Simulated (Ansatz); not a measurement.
Geometry relaxation of TaNH4Cl3OF (part 2 of 2)

Continued. System: TaNH4Cl3OF. Method: RKS PBE/def2-SVP (Ansatz 0.2.0). It belongs to a series of runs on one base structure; here: end point B relaxed.

Geometry of the input (Å):
```
Ta -0.5475  -0.5478  -0.2238
O  2.5277  0.3672  -0.1669
H  2.6066  0.2921  0.8042
Cl -0.0823  -0.6036  2.0902
Cl -0.4299  -0.0846  -2.5163
N  -0.7906  1.4011  0.0196
H  -0.6675  1.8832  0.9162
H  -0.7386  2.0648  -0.7604
Cl -2.6320  -1.5114  -0.1728
F  0.8452  -1.8555  -0.4723
H  2.5438  -0.5840  -0.4469
```

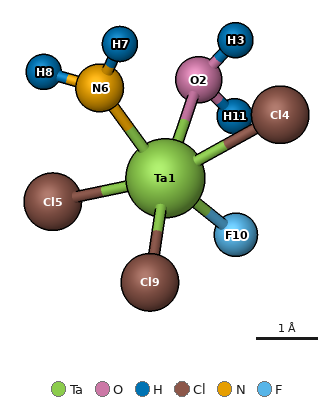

*The geometry at step 7 of the log (ball-and-stick view, seen at a tilt; atoms are numbered from 1 in the order of the input).*

**Trajectory as extended XYZ (Å, eV, eV/Å), 12 frames, from step=1 to step=12**
```
11
Properties=species:S:1:pos:R:3:forces:R:3 step=1 energy=-45409.47751
Ta   -0.5475   -0.5478   -0.2238    0.3863  -0.0016   0.0183
O     2.5277    0.3672   -0.1669   -0.3045  -0.6259  -0.1627
H     2.6066    0.2921    0.8042   -0.0008   0.0039  -0.0016
Cl   -0.0823   -0.6036    2.0902   -0.0112  -0.0066  -0.0154
Cl   -0.4299   -0.0846   -2.5163   -0.0055   0.0075   0.0044
N    -0.7906    1.4011    0.0196    0.0053  -0.0014  -0.0180
H    -0.6675    1.8832    0.9162   -0.0004   0.0004   0.0056
H    -0.7386    2.0648   -0.7604   -0.0033   0.0209  -0.0053
Cl   -2.6320   -1.5114   -0.1728    0.0134   0.0053   0.0034
F     0.8452   -1.8555   -0.4723   -0.1190   0.0336   0.0133
H     2.5438   -0.5840   -0.4469    0.0395   0.5640   0.1581
11
Properties=species:S:1:pos:R:3:forces:R:3 step=2 energy=-45409.53277
Ta   -0.4983   -0.5395   -0.2224    0.4513   0.1496   0.0770
O     2.3295    0.3453   -0.1611    0.3338  -1.3122   0.5682
H     2.6039    0.2875    0.7956   -0.3627   0.2515  -0.7209
Cl   -0.0641   -0.6033    2.0947   -0.0095  -0.0069   0.0703
Cl   -0.4103   -0.0781   -2.5162    0.0287   0.0169  -0.0580
N    -0.7631    1.4069    0.0175   -0.0900   0.0839   0.0016
H    -0.6630    1.8907    0.9163    0.0163  -0.0016  -0.0157
H    -0.7345    2.0739   -0.7615    0.0155   0.0005   0.0217
Cl   -2.5896   -1.4969   -0.1711    0.0342  -0.0123  -0.0003
F     0.8609   -1.8746   -0.4739   -0.0834  -0.2320  -0.0496
H     2.5634   -0.5906   -0.4470   -0.3341   1.0627   0.1057
11
Properties=species:S:1:pos:R:3:forces:R:3 step=3 energy=-45409.66691
Ta   -0.4122   -0.5281   -0.2123    0.4411   0.1359   0.0496
O     2.1346    0.3156   -0.1573    0.6088  -1.3510   0.4094
H     2.4904    0.3121    0.7734   -0.5186   0.2547  -0.5770
Cl   -0.0225   -0.6031    2.1145    0.0376  -0.0021   0.0916
Cl   -0.3475   -0.0694   -2.5111    0.0685   0.0376  -0.0604
N    -0.7137    1.4161    0.0216   -0.1620   0.1382   0.0193
H    -0.6382    1.9042    0.9206    0.0061   0.0209  -0.0205
H    -0.7118    2.0833   -0.7579    0.0343   0.0070   0.0412
Cl   -2.5073   -1.4833   -0.1675    0.0337  -0.0182   0.0037
F     0.8500   -1.9582   -0.4900   -0.0245  -0.2145  -0.0228
H     2.5127   -0.5677   -0.4631   -0.5249   0.9916   0.0661
11
Properties=species:S:1:pos:R:3:forces:R:3 step=4 energy=-45409.81602
Ta   -0.3070   -0.5043   -0.1985    0.0282  -0.1701  -0.1944
O     1.9873    0.2589   -0.1881    0.4186  -0.6899   0.0814
H     2.2962    0.3212    0.7432   -0.2269   0.2098  -0.0255
Cl    0.0432   -0.5927    2.1397    0.1185   0.0434   0.0939
Cl   -0.2614   -0.0465   -2.5035    0.0944   0.0373  -0.0224
N    -0.6927    1.4325    0.0311    0.0043   0.1034   0.0555
H    -0.6401    1.9245    0.9299   -0.0557   0.0545  -0.0087
H    -0.6941    2.1002   -0.7480    0.0041   0.0380   0.0430
Cl   -2.4042   -1.4646   -0.1603    0.0101  -0.0654   0.0178
F     0.8460   -2.0429   -0.4954   -0.0793   0.0496   0.0424
H     2.4615   -0.5650   -0.4793   -0.3163   0.3895  -0.0830
11
Properties=species:S:1:pos:R:3:forces:R:3 step=5 energy=-45409.82718
Ta   -0.2698   -0.4879   -0.2215   -0.1362  -0.1935  -0.0943
O     1.9320    0.1850   -0.2440    0.5928  -0.0310   0.2790
H     2.1975    0.3641    0.6892   -0.1591   0.0628  -0.2053
Cl    0.1482   -0.5371    2.1212    0.0110  -0.0065   0.0880
Cl   -0.1784   -0.0200   -2.5257    0.0507  -0.0027   0.0955
N    -0.6547    1.4555    0.0484   -0.2843   0.2946   0.6227
H    -0.8051    1.9140    0.9778    0.1964  -0.3302  -0.7501
H    -0.6346    2.1587   -0.7002   -0.0076   0.0028   0.0622
Cl   -2.3538   -1.4850   -0.1596   -0.0010   0.0076   0.0268
F     0.8111   -2.0977   -0.4488   -0.1429   0.1404  -0.0468
H     2.4423   -0.6282   -0.4659   -0.1197   0.0558  -0.0778
11
Properties=species:S:1:pos:R:3:forces:R:3 step=6 energy=-45409.83416
Ta   -0.2947   -0.4974   -0.2229   -0.0644  -0.2068  -0.1235
O     1.9634    0.1884   -0.2464    0.2368  -0.0597   0.3467
H     2.1831    0.4186    0.6867   -0.0611  -0.0080  -0.2141
Cl    0.1390   -0.5484    2.1224    0.0468   0.0138  -0.0324
Cl   -0.1682   -0.0140   -2.5174   -0.0391   0.0247   0.0305
N    -0.7163    1.4391    0.0389    0.2462   0.4962   0.9200
H    -0.6707    1.9200    0.9749   -0.1390  -0.4355  -0.9208
H    -0.6838    2.1407   -0.7098   -0.0509   0.0203   0.0027
Cl   -2.3763   -1.4963   -0.1536    0.0327   0.0033  -0.0073
F     0.7924   -2.0837   -0.5017   -0.0481   0.0323   0.0625
H     2.4670   -0.6455   -0.4002   -0.1599   0.1193  -0.0643
11
Properties=species:S:1:pos:R:3:forces:R:3 step=7 energy=-45409.81930 accepted=F
Ta   -0.2735   -0.5067   -0.2387   -0.3455   0.4363   0.2366
O     1.9751    0.2219   -0.2294   -0.1429  -0.1240  -0.0272
H     2.2012    0.4696    0.6938   -0.0502  -0.0862  -0.0744
Cl    0.2134   -0.5770    2.0983   -0.0394   0.0008  -0.0063
Cl   -0.1666    0.0164   -2.5168    0.0240  -0.0157  -0.0700
N    -0.6818    1.4376    0.0478    0.0108  -0.0683   0.0775
H    -0.7184    1.9353    0.9484   -0.0019  -0.1020  -0.1070
H    -0.6652    2.1150   -0.7225   -0.0381   0.0615   0.0025
Cl   -2.3532   -1.4943   -0.1418   -0.0529  -0.0253  -0.0042
F     0.7613   -2.1178   -0.5236    0.2637   0.0410  -0.0054
H     2.3426   -0.6786   -0.3447    0.3725  -0.1181  -0.0221
11
Properties=species:S:1:pos:R:3:forces:R:3 step=8 energy=-45409.85658
Ta   -0.2921   -0.4933   -0.2270    0.0584   0.0481  -0.0027
O     1.9853    0.1892   -0.2191    0.0352   0.0038   0.0971
H     2.2144    0.3725    0.7187   -0.0554   0.0060  -0.0825
Cl    0.1619   -0.5524    2.1122   -0.0065   0.0300   0.0100
Cl   -0.1810    0.0054   -2.5166    0.0075  -0.0050   0.0089
N    -0.6988    1.4476    0.0424    0.0035   0.1345   0.0853
H    -0.6883    1.9408    0.9478   -0.0268  -0.1014  -0.1692
H    -0.7447    2.1311   -0.7263    0.0218  -0.0769   0.1062
Cl   -2.3721   -1.4893   -0.1538    0.0009  -0.0084  -0.0037
F     0.7988   -2.0769   -0.4938   -0.0307  -0.0231  -0.0049
H     2.4513   -0.6532   -0.4136   -0.0079  -0.0077  -0.0446
11
Properties=species:S:1:pos:R:3:forces:R:3 step=9 energy=-45409.85709
Ta   -0.2733   -0.4780   -0.2309   -0.1311  -0.0859   0.0947
O     1.9982    0.1749   -0.2338   -0.0394   0.0280  -0.0413
H     2.2214    0.3431    0.7058    0.0163  -0.0097   0.0304
Cl    0.1698   -0.4971    2.1169    0.0206  -0.0368  -0.0170
Cl   -0.1555    0.0029   -2.5196    0.0225   0.0385  -0.0143
N    -0.7149    1.4501    0.0467    0.0581   0.0966  -0.0519
H    -0.7825    1.9108    0.9621    0.0086  -0.0022  -0.0297
H    -0.7122    2.1553   -0.6999   -0.0322   0.0019   0.0120
Cl   -2.3514   -1.4836   -0.1517    0.0291   0.0016   0.0016
F     0.7912   -2.0828   -0.4782    0.0282  -0.0439  -0.0004
H     2.4441   -0.6742   -0.4465    0.0193   0.0119   0.0158
11
Properties=species:S:1:pos:R:3:forces:R:3 step=10 energy=-45409.85969
Ta   -0.2857   -0.4844   -0.2210    0.0624   0.0238  -0.0568
O     1.9904    0.1822   -0.2276   -0.0266   0.0130   0.0022
H     2.2127    0.3357    0.7155    0.0113  -0.0061  -0.0035
Cl    0.1728   -0.5153    2.1172   -0.0001  -0.0018   0.0277
Cl   -0.1510    0.0123   -2.5105   -0.0050  -0.0071   0.0226
N    -0.7031    1.4545    0.0419   -0.0312  -0.0172   0.0044
H    -0.7473    1.9278    0.9518    0.0039  -0.0013  -0.0067
H    -0.7311    2.1485   -0.7139    0.0106  -0.0036   0.0014
Cl   -2.3565   -1.4987   -0.1529   -0.0191   0.0097   0.0066
F     0.7907   -2.0807   -0.4783   -0.0165  -0.0203  -0.0054
H     2.4429   -0.6606   -0.4513    0.0104   0.0108   0.0076
11
Properties=species:S:1:pos:R:3:forces:R:3 step=11 energy=-45409.86027
Ta   -0.2843   -0.4870   -0.2220   -0.0175   0.0625  -0.0141
O     1.9876    0.1869   -0.2248   -0.0054  -0.0003  -0.0064
H     2.2099    0.3308    0.7197    0.0056   0.0021   0.0085
Cl    0.1731   -0.5204    2.1171    0.0051   0.0026   0.0255
Cl   -0.1489    0.0044   -2.5110    0.0001   0.0039   0.0010
N    -0.7052    1.4518    0.0410   -0.0023  -0.0258  -0.0024
H    -0.7485    1.9248    0.9509   -0.0007   0.0024  -0.0005
H    -0.7265    2.1468   -0.7140    0.0048   0.0019  -0.0026
Cl   -2.3621   -1.4874   -0.1490   -0.0101  -0.0039   0.0017
F     0.7853   -2.0845   -0.4771    0.0186  -0.0533  -0.0113
H     2.4543   -0.6447   -0.4598    0.0018   0.0078   0.0007
11
Properties=species:S:1:pos:R:3:forces:R:3 step=12 energy=-45409.86045
Ta   -0.2837   -0.4869   -0.2229   -0.0018   0.0202   0.0065
O     1.9873    0.1882   -0.2224   -0.0082   0.0020   0.0017
H     2.2058    0.3232    0.7246    0.0032   0.0033   0.0019
Cl    0.1780   -0.5166    2.1185   -0.0019  -0.0026  -0.0049
Cl   -0.1485    0.0063   -2.5115    0.0018  -0.0006   0.0070
N    -0.7068    1.4511    0.0393    0.0037  -0.0137  -0.0053
H    -0.7529    1.9244    0.9491   -0.0008  -0.0015  -0.0002
H    -0.7229    2.1467   -0.7153    0.0004  -0.0006  -0.0012
Cl   -2.3621   -1.4870   -0.1450    0.0008  -0.0001   0.0009
F     0.7839   -2.0878   -0.4806   -0.0031  -0.0038  -0.0019
H     2.4566   -0.6401   -0.4631    0.0059  -0.0025  -0.0045
```

**Summary**

| quantity | value |
| --- | --- |
| outcome | converged |
| total energy | −45409.8605 eV |
| mean-field energy | −45409.8605 eV |
| largest force (length of the vector) at the end | 0.021 eV/Å |
| hardware | 4 threads of Arm Neoverse V1, 24 GiB of memory available, shared host |
| wall time | 39 s (CPU time 2.5 min) |
| peak memory | 0.25 GiB |
